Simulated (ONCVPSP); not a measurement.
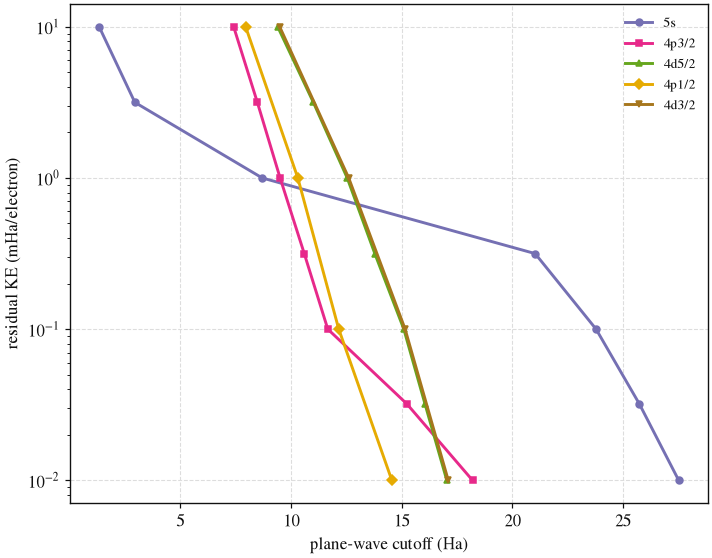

Residual kinetic energy of the pseudo-waves (the first of each channel, and further valence shells) beyond the plane-wave cutoff, as the generator prints it.

```yaml
element: Zr (Z = 40)
generator: ONCVPSP 4.0.1
type: optimised norm-conserving Vanderbilt (ONCV)
functional: PBEsol
relativity: fully relativistic
frozen_core: [Ar] 3d10 4s2
valence_charge: 10
reference_configuration: 4p6 4d2 5s1 (charge +1)
partial_waves: 5s: rc 3.05 bohr, ncon 4, nbas 9, qcut 1.6 1/bohr, 2 projectors, debl 3.1 Ha; 4p: rc 2.05 bohr, ncon 4, nbas 7, qcut 7.1 1/bohr, 2 projectors, debl 2.6 Ha; 4d: rc 2.50 bohr, ncon 3, nbas 7, qcut 6.5 1/bohr, 1 projector
local_potential: polynomial inside 1.65 bohr (lpopt 5, dvloc0 0 Ha)
core_correction: Teter function, fcfact 3.25, rcfact 1.65
```

Which cutoffs does the potential need for its occupied states?

13 Ha for 1 mHa and 24 Ha for 0.1 mHa per electron. The first is set by 4d3/2.

At which cutoff does each wave reach 1 mHa per electron?

4d3/2: 13 Ha; 4d5/2: 13 Ha; 4p1/2: 10 Ha; 4p3/2: 9.5 Ha; 5s: 8.7 Ha.
